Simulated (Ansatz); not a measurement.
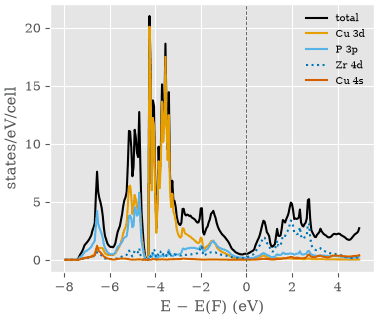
Total and projected density of states of ZrCu₂P₂ in space group P-3m1 (No. 164; Zr on 1a, Cu on 2d, P on 2d), DFT-r²SCAN in the program Ansatz with PAW potentials

**Question.** Which orbitals carry the states next to the Fermi level?

**Answer.** Within 0.5 eV of the Fermi level: Zr 4d 47 %, P 3p 28 %, Cu 3d 15 %, outside the projected shells 6 %. Projections are on Löwdin-orthogonalised atomic valence shells; empty p or d shells of many metals are not among them.

**Question.** Where is the tallest occupied peak in this window, and what makes it?

**Answer.** Near -4.2 eV, about 21 states/eV per cell; the largest projected share is Cu 3d.

The first step of the workflow began from a Materials Project structure, measured or hypothetical; the Crystallography Open Database copy checked does not list it. Whether it is the stable phase at ambient conditions was not checked. The cell was relaxed with r²SCAN under the symmetry of its start; its stability against distortions is not shown here. No spin polarisation was allowed. Spin–orbit coupling is left out wherever it is not named.

Potentials: the later of the program's two PAW sets.
